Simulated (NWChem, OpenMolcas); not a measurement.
How basis sets differ on GaCl (SMILES [Cl][Ga])

The species is GaCl (2 atoms), meant as a singlet with charge 0. SMILES: `[Cl][Ga]`. The shape is that of a PBE0-D4/def2-TZVP optimisation.

| atom | x (Å) | y (Å) | z (Å) |
| --- | --- | --- | --- |
| Cl | 0.0000 | 0.0000 | -0.0236 |
| Ga | 0.0000 | 0.0000 | 2.1922 |

Quantity: the dipole moment, in D. The values are calculated.

```csv
level,kind,program,value (D),CPU time
PBE0/6-31G,global hybrid,NWChem,2.99,8.3 s
PBE0/6-31G* (spherical functions),global hybrid,NWChem,2.37,12 s
PBE0/def2-SVP,global hybrid,NWChem,2.03,7.2 s
PBE0/cc-pVTZ,global hybrid,OpenMolcas,2.34,21 s
```

All-electron rows without a relativistic Hamiltonian named are non-relativistic. The values span 2.03 to 2.99 D. Magnitudes only. Sets without polarisation functions give poor dipoles. Without the sets that lack polarisation functions the rows with a basis span only 2.03 to 2.37 D. Times are those of the runs behind each value, whatever else they computed, on shared processors of several kinds: orders of magnitude only.

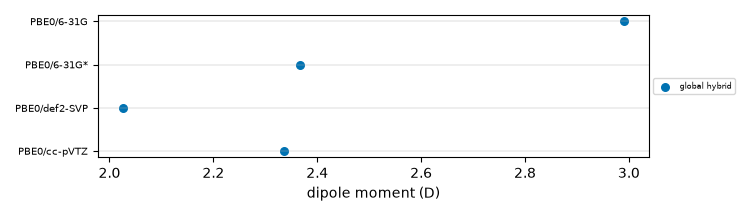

The values of the table, level by level.
